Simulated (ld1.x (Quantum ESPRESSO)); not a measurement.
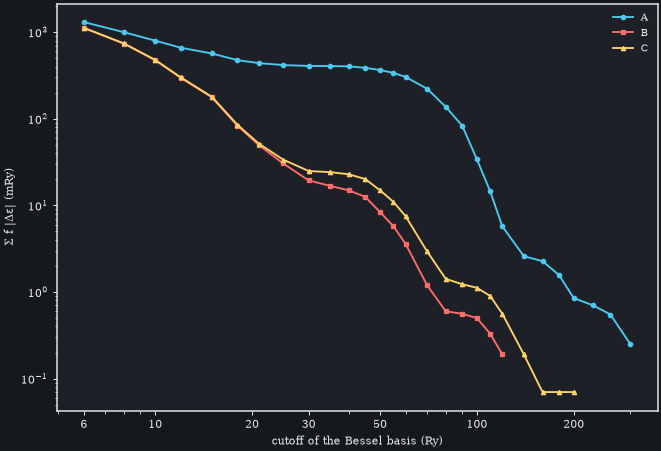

The occupation-weighted error of the valence levels in a spherical-Bessel basis for 3 variants of one potential.

Base settings:

```json
{
 "Element": "chlorine (Cl)",
 "Generator": "ld1.x (Quantum ESPRESSO) 7.5",
 "Type": "norm-conserving Troullier–Martins (Kleinman–Bylander form)",
 "Functional": "PBE",
 "Relativity": "scalar-relativistic",
 "Frozen core": "[Ne]",
 "Valence charge": "7",
 "Reference configuration": "3s2 3p5",
 "Partial waves": "3p (bound): rc 1.20 bohr; 3s (bound): rc 1.35 bohr",
 "Local potential": "the s channel",
 "Core correction": "Bessel-smoothed model core inside 0.90 bohr"
}
```

Question: The variants differ in the radius of the p channel: 1.00 bohr, 1.20 bohr, 1.32 bohr. Which curve belongs to which value?

Answer: A: 1.00 bohr; B: 1.32 bohr; C: 1.20 bohr.

Question: What did the other tests of these runs give?

Answer: A: loose cutoff 120 Ry; bound ghosts none; largest test error +166 meV. B: loose cutoff 50 Ry; bound ghosts none; largest test error +204 meV. C: loose cutoff 60 Ry; bound ghosts none; largest test error +194 meV. The loose cutoff is the first of the cutoffs, on a coarse ladder, from which the occupation-weighted sum of valence levels, in a spherical-Bessel basis at the reference potential, stays within 10 and 1 mRy of its value at 400 Ry.
